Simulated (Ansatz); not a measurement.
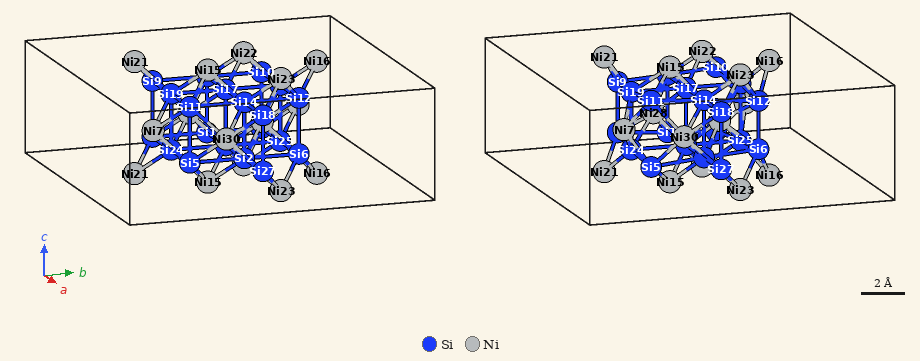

Two geometries of a wire of composition Si₂Ni, drawn at one scale. One is the start of a relaxation, the other its converged end. A ball-and-stick model of the cell of the calculation, with the vacuum cut short (origin shifted), seen slightly off an axis.

These are results of Ansatz 0.2.0, DFT PBEsol, scalar-relativistic, plane waves, PAW, not measurements. (plane-wave cutoff 420 eV; k-point mesh 1 × 1 × 10; occupations gaussian; smearing width 0.05 eV; no spin polarisation; cell relaxed at fixed a, b, alpha, beta, gamma; force threshold 0.02 eV/Å; at most 45 steps)

> Which one is relaxed?

The right one is the relaxed one. Case: wire along [0 0 1], 30 atoms a period. The energy falls by 2.482 eV per cell of the calculation in 8 accepted moves (9 points after the start). The largest force component goes from 1.8 to 0.018 eV/Å. At 1 point the geometry stayed and the basis and grid were re-selected for the new cell (energy shift of 3.6 meV per cell of the calculation at most each time). The largest moves relative to the layer's centre, 0.60 Å, are those of Ni atoms. By element the largest moves are Ni 0.60 Å, Si 0.31 Å. Along the periodic axis the drawn cell goes c 5.391 → 5.517 Å (+2.3 %). Near-neighbour distances that change, for instance: Si–Si 2.696 → 3.193 Å, Si–Si 2.696 → 3.082 Å, Si–Si 2.696 → 2.324 Å, Si–Si 2.696 → 2.435 Å. Bond angles that change, for instance: Si–Ni–Si 70.5° → 93.2°, Si–Ni–Si 109.5° → 130.6°, Ni–Si–Ni 109.5° → 88.7°. The run took 23 min on 4 threads of AMD EPYC 7R43 64-Core Processor (Zen 3), on a shared host, peak memory 5 GiB.
